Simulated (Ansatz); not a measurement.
# ZnS under a change: S on a Zn site (antisite), symmetric start

Take a 16-atom supercell of ZnS in the zinc blende structure (space group F-43m, No. 216; a = 5.3904 Å) at its relaxed geometry as the base.

It is then changed as follows: one Zn atom is replaced by S, atoms relaxed at fixed cell.

The values are results of r2SCAN (Ansatz, a quantum-chemistry and plane-wave program, PAW, no spin-orbit coupling), earlier PAW set, not measurements. k-mesh 4×4×4 (Γ-centred); smearing 0.01 eV (Fermi–Dirac).

```tsv
quantity	base	changed	shift
pressure	0.0 GPa	2.6 GPa	+2.6 GPa
energy gained by relaxation	–	0.50 eV	–
largest displacement of a host atom from its site in the perfect cell	–	0.17 Å	–
```

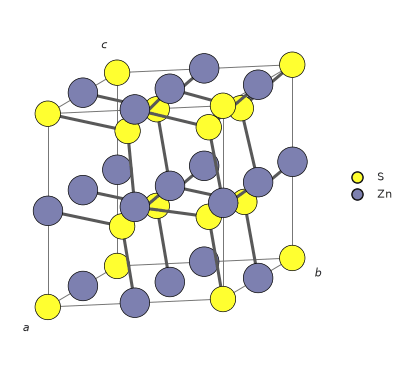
Figure. The relaxed cell after the change

The magnetic state is the one reached from the starting moments; the real material's order can differ, and small cells can't hold many antiferromagnetic ones. In so small a cell the defect repeats every few ångströms: this is an ordered compound, not a dilute defect. The mesh was chosen for an insulator and is coarse for the gapless case. The defect started on the symmetric site and kept its symmetry, so it may sit on a saddle. Starting moments died away, wholly or in part, for S on a Zn site (antisite); another magnetic solution may exist. The defect cell is spin-polarised and ends with 0.0 μB.
